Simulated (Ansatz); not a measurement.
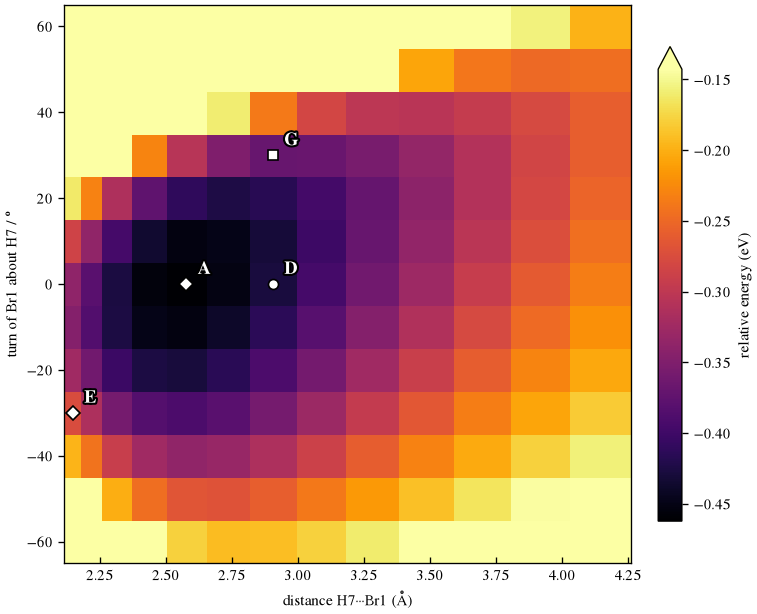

The pair Br···CH₄O, charge −1. 
- The turn is about an axis along (0.33, −0.93, 0.17) in the frame of the relaxed pair, normal to the line between the partners.
- The first coordinate is: distance H7···Br1; the second: turn of Br1 about H7.
- The scan uses a 13 × 13 grid.
- Points are written as (first, second).
- All energies are given in eV relative to the ion and the molecule far apart, frozen as in the relaxed pair, each in its own basis (no counterpoise correction).
- These are results of Ansatz, RHF/def2-SVPD, not measurements.

In the figure: one coloured cell a grid point, one colour for all values above the top of the scale, lettered points.

> Rank the lettered points by energy, lowest first.

A (−0.46 eV), D (−0.43 eV), G (−0.37 eV), E (−0.28 eV).

> What kind of point is each of A, D: minimum, saddle, maximum or slope?

A: minimum; D: on a slope. (In these two coordinates alone; a stationary point may lie a little off the grid point.)
